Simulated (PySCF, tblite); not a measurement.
# C4H11O+: a rotation path, then NMR shifts on frames, part 1 of 2

How do NMR shifts of C4H11O+ (`CC[O+](C)C`) change as the atoms move?

The runs use tblite 0.8.0 and PySCF 2.14.0, with density-fitted response routines of our own; the level of theory stands in each step. All values are computed, except where a source is named. Atoms are numbered from 0 throughout.

## Step 1: The molecule as given

16 atoms, charge 1, multiplicity 1; geometry from: GFN2-xTB.

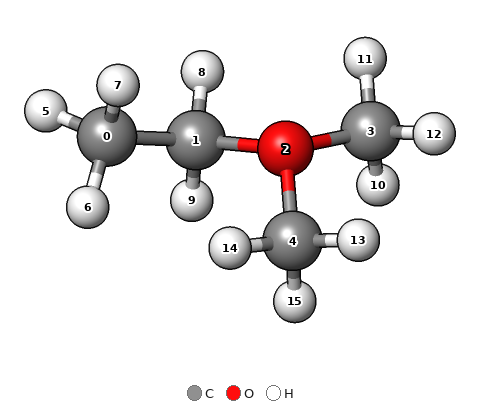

As it starts; carbon grey, oxygen red, hydrogen white, atoms numbered.

## Step 2: A band between two rotamers with GFN2-xTB

The job: settings as JSON, then the geometry in Å.

```
{"job": {"kind": "neb", "xc": "GFN2-xTB", "basis": "xTB", "atoms": [0, 1, 2, 4], "turn": 120}, "charge": 1, "multiplicity": 1}
C      1.961241    -0.070789    -0.346971
C      0.589557    -0.715205    -0.347850
O     -0.357070     0.048355     0.481589
C     -1.568586    -0.695757     0.727683
C     -0.650793     1.349118    -0.070848
H      2.676314    -0.791270    -0.735373
H      2.011528     0.812379    -0.977007
H      2.264637     0.184918     0.665201
H      0.648620    -1.702589     0.114032
H      0.186389    -0.811232    -1.361060
H     -2.107398    -0.905496    -0.198880
H     -1.305633    -1.629667     1.223400
H     -2.197896    -0.110575     1.397518
H     -1.307945     1.872920     0.622235
H      0.280593     1.904883    -0.156706
H     -1.131156     1.268951    -1.048374
```

Level: GFN2-xTB climbing-image nudged elastic band, gas phase.

Run with:

```console
OMP_NUM_THREADS=1 python probes_run.py task.json out
```

The driver reads the jobs from task.json and runs them one after another.

Log:

```text
image   E - E0 / eV
  0      -0.0000
  1       0.0076
  2       0.0271
  3       0.0506
  4       0.0623
  5       0.0545
  6       0.0349
  7       0.0231
  8       0.0000
```

Run time: 1.9 s. Hardware: 1 thread of INTEL XEON PLATINUM 8581C at 2.30GHz, shared host; peak memory 0.18 GiB.

The final band, with the dihedral C0–C1–O2–C4:

| image | dihedral (°) | energy (eV) | energy (kcal/mol) |
| --- | --- | --- | --- |
| 0 | 67 | 0.000 | 0.0 |
| 1 | 79 | 0.008 | 0.2 |
| 2 | 90 | 0.027 | 0.6 |
| 3 | 102 | 0.051 | 1.2 |
| 4 | 115 | 0.062 | 1.4 |
| 5 | 128 | 0.055 | 1.3 |
| 6 | 142 | 0.035 | 0.8 |
| 7 | 159 | 0.023 | 0.5 |
| 8 | 169 | 0.000 | 0.0 |

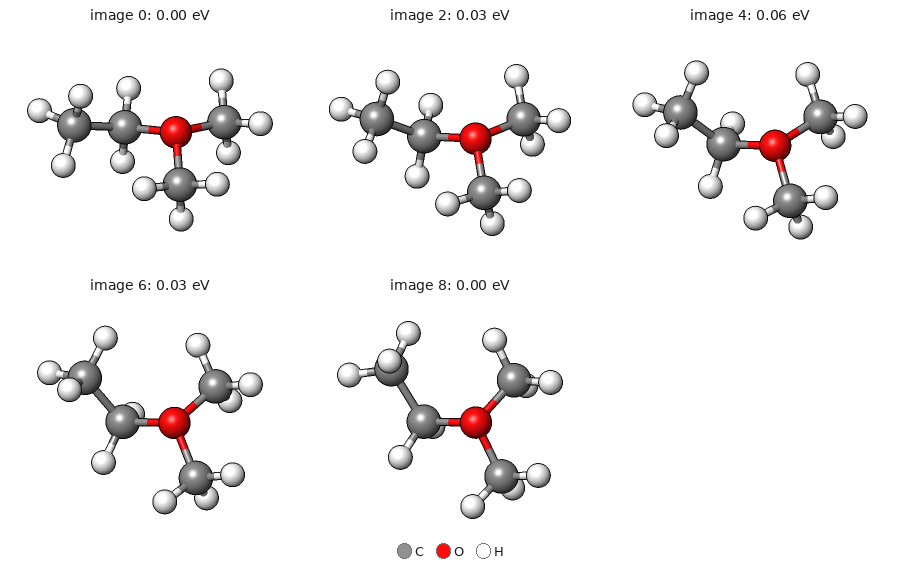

Images along the band.

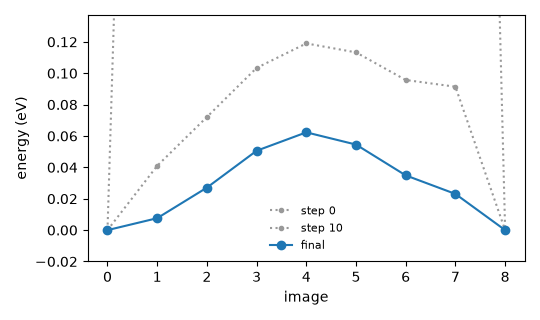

Energy along the band, early and final.

## Step 3: Shielding tensors: image 0, PBE0/pcSseg-1

The job: settings as JSON, then the geometry in Å.

```
{"job": {"kind": "nmr", "xc": "PBE0", "basis": "pcSseg-1", "pop": false}, "charge": 1, "multiplicity": 1}
C      1.961200    -0.070800    -0.347000
C      0.589600    -0.715200    -0.347800
O     -0.357100     0.048400     0.481600
C     -1.568600    -0.695800     0.727700
C     -0.650800     1.349100    -0.070800
H      2.676300    -0.791300    -0.735400
H      2.011500     0.812400    -0.977000
H      2.264600     0.184900     0.665200
H      0.648600    -1.702600     0.114000
H      0.186400    -0.811200    -1.361100
H     -2.107400    -0.905500    -0.198900
H     -1.305600    -1.629700     1.223400
H     -2.197900    -0.110600     1.397500
H     -1.307900     1.872900     0.622200
H      0.280600     1.904900    -0.156700
H     -1.131200     1.269000    -1.048400
```

With the program's defaults for keys left out, this is: GIAO PBE0/pcSseg-1 NMR shielding, non-relativistic, gas phase.

Log:

```text
coarse grid: 12256 points
cycle   1  E = -233.5912798864  dE =  6.457e-01  |g| = 3.195e-01  |ddm| = 3.128e+00
cycle   2  E = -233.5966197895  dE = -5.340e-03  |g| = 2.764e-01  |ddm| = 5.249e-01
cycle   3  E = -233.6140236136  dE = -1.740e-02  |g| = 5.582e-02  |ddm| = 2.264e-01
cycle   4  E = -233.6145479632  dE = -5.243e-04  |g| = 2.230e-02  |ddm| = 3.882e-02
cycle   5  E = -233.6146242518  dE = -7.629e-05  |g| = 5.840e-03  |ddm| = 1.294e-02
cycle   6  E = -233.6146306126  dE = -6.361e-06  |g| = 5.125e-04  |ddm| = 3.498e-03
final grid: 115136 points
cycle   7  E = -233.6561987834  dE = -3.163e-05  |g| = 1.365e-02  |ddm| = 2.427e-02
cycle   8  E = -233.6561696105  dE =  2.917e-05  |g| = 1.916e-02  |ddm| = 1.565e-02
cycle   9  E = -233.6562336299  dE = -6.402e-05  |g| = 1.888e-03  |ddm| = 9.035e-03
cycle  10  E = -233.6562344124  dE = -7.825e-07  |g| = 9.527e-05  |ddm| = 1.309e-03
cycle  11  E = -233.6562344141  dE = -1.703e-09  |g| = 4.169e-05  |ddm| = 1.112e-04
cycle  12  E = -233.6562344144  dE = -3.601e-10  |g| = 1.339e-05  |ddm| = 3.689e-05
converged SCF energy = -233.6562344144

GIAO shielding tensors (ppm)
atom      isotropic    diamagn.    paramagn.     s11        s22        s33       span
  0 C      171.696     248.615     -76.918    153.898    175.046    186.145     32.247
  1 C       94.032     252.646    -158.613     38.096     71.910    172.091    133.994
  2 O      296.093     400.420    -104.326    252.992    294.136    341.152     88.160
  3 C      109.451     248.467    -139.016     63.618     77.578    187.156    123.538
  4 C      115.445     250.843    -135.398     75.514     84.805    186.017    110.503
  5 H       29.634      27.169       2.465     25.190     26.282     37.429     12.239
  6 H       29.680      29.859      -0.178     25.328     28.500     35.212      9.884
  7 H       29.813      29.570       0.243     25.611     27.794     36.033     10.422
  8 H       26.928      31.859      -4.931     21.673     27.570     31.540      9.867
  9 H       27.269      32.385      -5.116     22.858     27.566     31.383      8.525
 10 H       27.451      29.536      -2.085     24.131     24.846     33.377      9.246
 11 H       27.133      29.073      -1.939     23.481     24.405     33.515     10.034
 12 H       27.146      28.597      -1.451     23.496     24.292     33.651     10.155
 13 H       27.322      29.505      -2.184     23.775     24.636     33.554      9.780
 14 H       26.896      30.789      -3.894     22.185     26.052     32.450     10.265
 15 H       27.950      30.704      -2.754     24.682     25.333     33.836      9.154
```

Wall time 14 s (1 thread of INTEL XEON PLATINUM 8581C at 2.30GHz, shared host); peak memory 0.69 GiB.

The references, computed at this level on geometries of the same kind, shield at (ppm): 1H TMS 31.72, 13C TMS 186.9, 17O H2O 336.1. Their shielding less the atom's gives the shift. The references are single molecules in the gas phase, so shifts against H2O, NH3, PH3, H3PO4 or CFCl3 are not on the usual liquid scales and can be off by tens of ppm. Each atom is listed at this fixed geometry, with no averaging over motion; a spectrum would average atoms that exchange fast.

```
atoms                              environment  σ (ppm)  δ (ppm)
   C1                      sp3 CH2 bonded to O     94.0     92.9
   C3                methyl carbon bonded to O    109.5     77.5
   C4                methyl carbon bonded to O    115.4     71.5
   C0                            methyl carbon    171.7     15.2
  H14  hydrogen on a methyl carbon bonded to O    26.90     4.82
   H8       hydrogen on an sp3 CH2 bonded to O    26.93     4.79
  H11  hydrogen on a methyl carbon bonded to O    27.13     4.58
  H12  hydrogen on a methyl carbon bonded to O    27.15     4.57
   H9       hydrogen on an sp3 CH2 bonded to O    27.27     4.45
  H13  hydrogen on a methyl carbon bonded to O    27.32     4.40
  H10  hydrogen on a methyl carbon bonded to O    27.45     4.27
  H15  hydrogen on a methyl carbon bonded to O    27.95     3.77
   H5              hydrogen on a methyl carbon    29.63     2.08
   H6              hydrogen on a methyl carbon    29.68     2.04
   H7              hydrogen on a methyl carbon    29.81     1.90
   O2                     oxygen bonded to 3 C    296.1     40.0
```

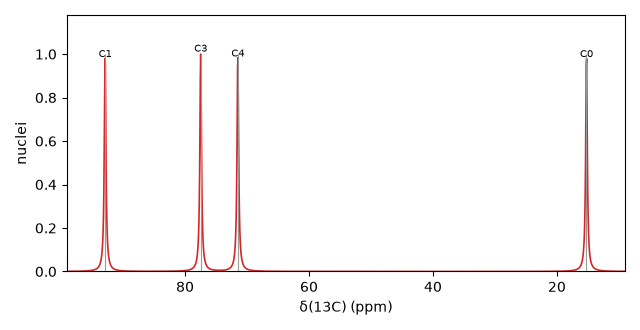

13C lines at the computed shifts, without couplings. Lines are broadened to a width of 0.31 ppm (Lorentzian).

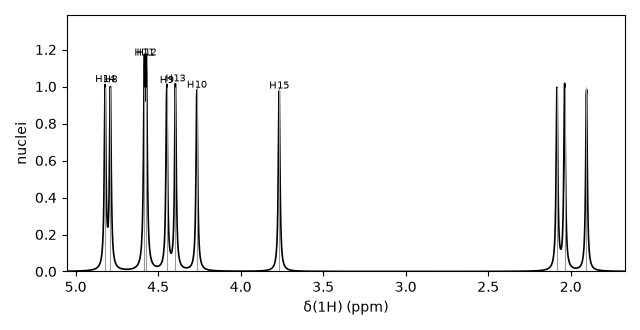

1H lines at the computed shifts, without couplings. Lines are broadened to a width of 0.01 ppm (Lorentzian).

The fields below are evaluated on a grid from the run's orbitals.

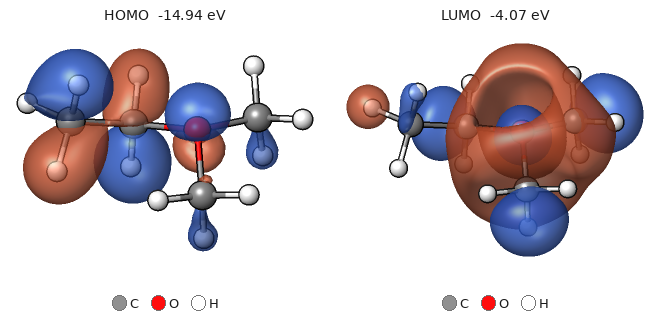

PBE0/pcSseg-1 orbitals near the gap, drawn at the value that encloses 70 % of each; the two colours are the two signs.

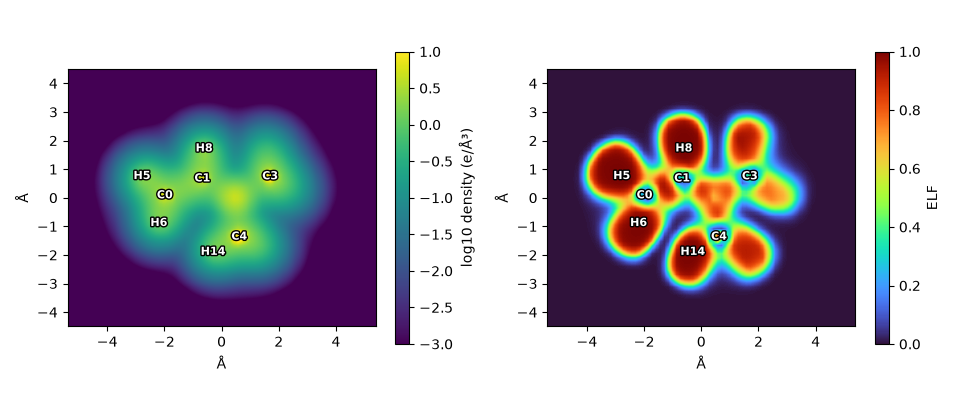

Density (left) and ELF (right) in a plane through or near 8 of the atoms.

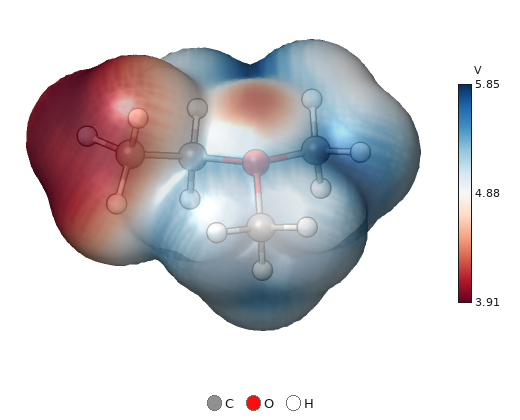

The potential that a unit positive charge feels on the 0.002 e/bohr³ surface, from 3.91 to 5.85 V.

## Step 4: Nuclear shieldings: image 2, PBE0/pcSseg-1

The job: settings as JSON, then the geometry in Å.

```
{"job": {"kind": "nmr", "xc": "PBE0", "basis": "pcSseg-1", "pop": false}, "charge": 1, "multiplicity": 1}
C      2.001600    -0.183800    -0.197100
C      0.582000    -0.618200    -0.500900
O     -0.346300     0.120800     0.379400
C     -1.454400    -0.677400     0.843100
C     -0.789100     1.355400    -0.219500
H      2.690300    -0.858800    -0.696100
H      2.209900     0.824900    -0.542500
H      2.192000    -0.237500     0.871900
H      0.459400    -1.679200    -0.279300
H      0.310300    -0.437500    -1.543900
H     -2.076700    -1.028900     0.017600
H     -1.054100    -1.523100     1.400600
H     -2.052100    -0.068500     1.521400
H     -1.359700     1.911100     0.524500
H      0.089500     1.937200    -0.490800
H     -1.410400     1.172500    -1.099900
```

Method: GIAO PBE0/pcSseg-1 NMR shielding, non-relativistic, gas phase.

Log:

```text
coarse grid: 12256 points
cycle   1  E = -233.5907636298  dE =  6.381e-01  |g| = 3.203e-01  |ddm| = 3.125e+00
cycle   2  E = -233.5959942044  dE = -5.231e-03  |g| = 2.782e-01  |ddm| = 5.343e-01
cycle   3  E = -233.6137737983  dE = -1.778e-02  |g| = 5.355e-02  |ddm| = 2.311e-01
cycle   4  E = -233.6142601432  dE = -4.863e-04  |g| = 2.158e-02  |ddm| = 3.721e-02
cycle   5  E = -233.6143308306  dE = -7.069e-05  |g| = 5.825e-03  |ddm| = 1.254e-02
cycle   6  E = -233.6143371368  dE = -6.306e-06  |g| = 4.416e-04  |ddm| = 3.499e-03
final grid: 115136 points
cycle   7  E = -233.6557798352  dE = -2.934e-05  |g| = 1.371e-02  |ddm| = 2.375e-02
cycle   8  E = -233.6557504063  dE =  2.943e-05  |g| = 1.924e-02  |ddm| = 1.560e-02
cycle   9  E = -233.6558146057  dE = -6.420e-05  |g| = 1.884e-03  |ddm| = 9.048e-03
cycle  10  E = -233.6558153893  dE = -7.836e-07  |g| = 7.979e-05  |ddm| = 1.308e-03
cycle  11  E = -233.6558153905  dE = -1.263e-09  |g| = 3.593e-05  |ddm| = 1.061e-04
cycle  12  E = -233.6558153908  dE = -2.658e-10  |g| = 1.227e-05  |ddm| = 3.241e-05
converged SCF energy = -233.6558153908

GIAO shielding tensors (ppm)
atom      isotropic    diamagn.    paramagn.     s11        s22        s33       span
  0 C      171.807     247.665     -75.858    151.030    178.140    186.251     35.221
  1 C       91.327     252.263    -160.936     38.830     60.558    174.592    135.762
  2 O      300.318     401.254    -100.936    255.285    292.820    352.849     97.565
  3 C      109.392     248.494    -139.102     61.431     81.119    185.627    124.196
  4 C      112.953     249.996    -137.043     69.283     83.417    186.160    116.876
  5 H       29.826      27.281       2.545     25.454     26.333     37.692     12.238
  6 H       29.622      29.498       0.125     25.222     28.417     35.228     10.006
  7 H       29.726      29.534       0.192     25.446     28.031     35.701     10.255
  8 H       27.010      32.074      -5.064     22.095     27.488     31.447      9.352
  9 H       27.091      32.163      -5.071     23.070     27.007     31.197      8.127
 10 H       27.328      29.571      -2.243     24.018     24.742     33.225      9.207
 11 H       27.150      29.471      -2.320     23.431     24.529     33.491     10.060
 12 H       27.266      28.785      -1.520     23.665     24.449     33.684     10.019
 13 H       27.324      29.315      -1.991     23.787     24.537     33.648      9.861
 14 H       27.006      30.538      -3.532     22.815     25.285     32.919     10.104
 15 H       27.674      30.261      -2.587     24.558     24.975     33.489      8.932
```

It took 10 s on 1 thread of INTEL XEON PLATINUM 8581C at 2.30GHz, shared host; peak memory 0.7 GiB.

In short: δ C1 95.6, C3 77.5, C4 74.0, C0 15.1, H14 4.71, H8 4.71 ppm.

(Continued in part 2 of 2.)
